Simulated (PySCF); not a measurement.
Breaking a bond: BeH (cation, charge +1), singlet.

- RKS-B3LYP = restricted B3LYP/cc-pVDZ run with PySCF
- RKS-r2SCAN = PySCF with restricted r2SCAN/cc-pVDZ
- UHF/cc-pVDZ (PySCF)
- UMP2 = MP2 on UHF/cc-pVDZ run with PySCF 2.14.0
- RMP2 = MP2 on RHF/cc-pVDZ run with PySCF

Energies are in kJ/mol, each relative to the lowest point of its own curve near equilibrium.

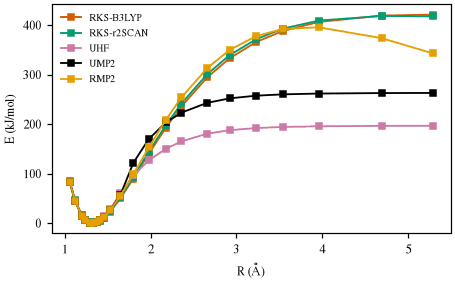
Figure: Energy against bond length for each method.

```
R / Å  RKS-B3LYP  RKS-r2SCAN    UHF   UMP2   RMP2
-----  ---------  ----------  -----  -----  -----
1.06        82.8        84.1   83.5   83.3   83.3
1.12        45.3        46.0   44.9   45.2   45.2
1.20        15.3        15.5   14.3   14.8   14.8
1.24         6.9         6.9    6.0    6.4    6.4
1.29         1.3         1.2    0.7    1.0    1.0
1.33         0.0         0.0    0.0    0.0    0.0
1.38         1.7         1.8    2.7    2.2    2.2
1.41         4.2         4.5    5.9    5.1    5.1
1.46        10.4        10.9   13.5   12.1   12.1
1.53        22.6        23.5   28.0   25.6   25.6
1.65        49.8        51.6   60.1   56.8   55.3
1.80        89.8        92.7   96.3  121.5   98.6
1.98       139.9       144.0  126.7  169.7  152.6
2.18       192.9       198.1  150.1  203.2  208.9
2.36       235.6       241.4  165.0  223.0  253.6
2.66       294.2       300.6  180.4  242.8  313.0
2.92       332.6       338.9  187.5  251.8  349.5
3.23       365.6       371.3  191.9  257.2  377.5
3.54       387.9       392.6  194.0  259.9  392.0
3.96       406.1       409.0  195.4  261.5  395.4
4.69       419.0       418.2  196.2  262.5  373.4
5.29       421.0       417.5  196.5  262.8  342.5
```

At the longest distance, 5.29 Å, RKS-B3LYP lies highest above its minimum (421.0 kJ/mol) and UHF lowest (196.5 kJ/mol).

The RMP2 curve passes through a maximum at 3.96 Å and then falls by 52.8 kJ/mol up to the last usable point.

At the longest distance RKS-B3LYP, RKS-r2SCAN leaves fractional charges on the fragments, a sign of delocalisation error or of the restricted form. The restricted form behind RKS-B3LYP, RKS-r2SCAN, RMP2 keeps the bonding electrons paired and can't separate into open-shell fragments. The unrestricted determinant behind UHF, UMP2 is spin-contaminated at 1.80 to 5.29 Å (<S²> up to 1.0, against 0.00 for a pure singlet). The T1 diagnostic of CCSD on the restricted reference of RMP2 exceeds 0.045 at 2.66 to 5.29 Å.
